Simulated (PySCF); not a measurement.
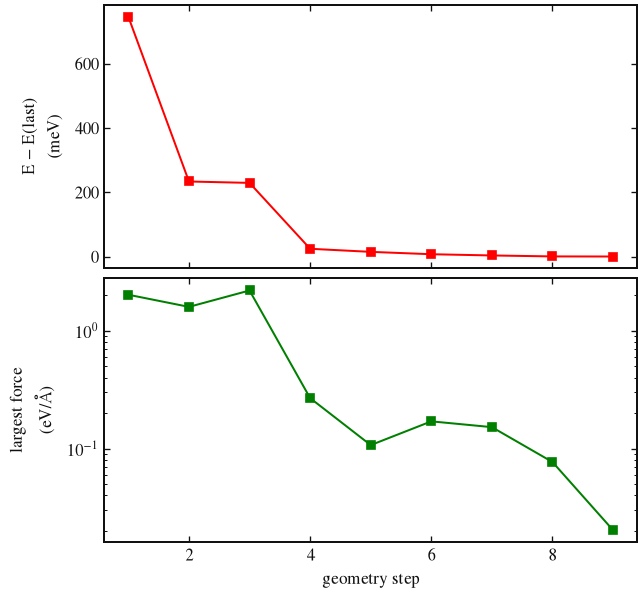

History of a geometry optimisation.

an isomer of formula CH5GeO (charge −1); PySCF 2.14.0, density fitting, PBE0-D3(BJ)/def2-SVP, geometry optimisation.

### How did it end, and what did it gain?

The optimisation met its thresholds at geometry 9, counting the start as the first. The energy fell by about 750 meV from the first step to the last. The largest force goes from about 2 eV/Å at the start to 0.02 eV/Å at the end.

### By which step was nine tenths of the energy gained?

By step 4 of 9.
